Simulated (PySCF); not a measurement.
**SnSe (SMILES [Se][Sn]) at BLYP/def2-TZVP (core potential)**

What is the energy change on altering one bond length of SnSe at BLYP/def2-TZVP (core potential)? 

Program for the calculation: PySCF 2.14.0.

1 further run of the same task is left out (set aside as unsound or not needed).

### 1 The molecule

SnSe: 2 atoms, total charge 0, spin state singlet. As SMILES, `[Se][Sn]`. Geometry: relaxed at PBE0-D4/def2-TZVP.

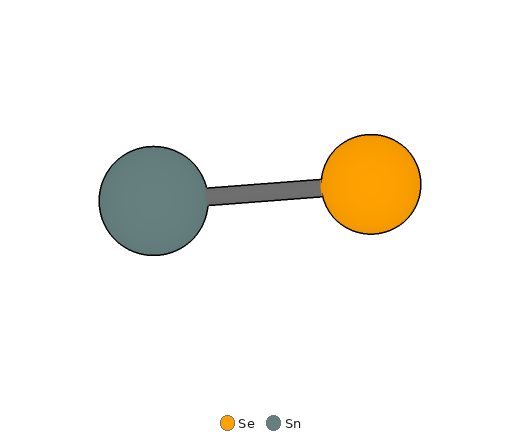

The structure, seen from a chosen angle (selenium orange, tin teal).

### 2 A single-point energy at BLYP/def2-TZVP (core potential)

Contents of mol.xyz:

```xyz
2

Se     0.000000     0.000000     0.006530
Sn     0.000000     0.000000     2.331810
```

Contents of job.py:

```python
# SnSe
from pyscf import gto, dft

system = gto.M(
    atom='mol.xyz',
    verbose=3,
    max_memory=1860,
    charge=0,
    ecp={'Sn': 'def2-svp'},
    basis='def2-tzvp',
)

ks = dft.RKS(system)
ks.xc = 'blyp'
ks.conv_tol = 1e-10
ks.grids.level = 5
ks.kernel()
if not ks.converged:
    ks = ks.newton().run(ks.mo_coeff, ks.mo_occ)

energy = ks.e_tot
print('E(%s) = %.9f' % ('BLYP', energy))
```

Command:

```bash
$ OMP_NUM_THREADS=1 python job.py
```

The log of the run:

```text
converged SCF energy = -2615.91053598108
E(BLYP) = -2615.910535981
```

Wall time 10 s (1 thread of Arm Neoverse V2, shared host); peak memory 0.47 GiB.

### 3 The distorted shape

Contents of calc.py:

```python
from pyscf import gto, dft

system = gto.M(
    atom='''
Se     0.000000     0.000000    -0.342290
Sn     0.000000     0.000000     2.331810
''',
    max_memory=1860,
    basis='def2-tzvp',
    verbose=3,
    ecp={'Sn': 'def2-svp'},
    charge=0,
)

ks = dft.RKS(system, xc='blyp')
ks.grids.level = 5
ks.conv_tol = 1e-10
ks.kernel()
if not ks.converged:
    ks = ks.newton().run(ks.mo_coeff, ks.mo_occ)

etot = ks.e_tot
print(f'total energy: {etot:.8f} hartree')
```

Command:

```bash
$ OMP_NUM_THREADS=1 python calc.py
```

The log of the run:

```text
converged SCF energy = -2615.89327177293
total energy: -2615.89327177 hartree
```

Run time: 11 s. Hardware: 1 thread of Arm Neoverse V2, shared host; peak memory 0.47 GiB.

### 4 Outcome

At BLYP/def2-TZVP (core potential):

```
                                                           quantity           value
                                          first shape: total energy  -2615.91054 Eh
                                         first shape: dipole moment          2.78 D
                                           first shape: HOMO energy        -5.96 eV
                                           first shape: LUMO energy        -3.08 eV
                                         first shape: HOMO–LUMO gap         2.88 eV
                                      distorted shape: total energy  -2615.89327 Eh
                                     distorted shape: dipole moment          3.97 D
                                       distorted shape: HOMO energy        -5.43 eV
                                       distorted shape: LUMO energy        -3.60 eV
                                     distorted shape: HOMO–LUMO gap         1.83 eV
energy change with the Se1–Sn2 bond stretched from 2.325 to 2.674 Å        0.470 eV
```

**Reading.** With the Se1–Sn2 bond stretched from 2.325 to 2.674 Å the energy rises by 0.47 eV (45.3 kJ/mol). The first shape isn't relaxed at this level, so the change isn't measured from a minimum.
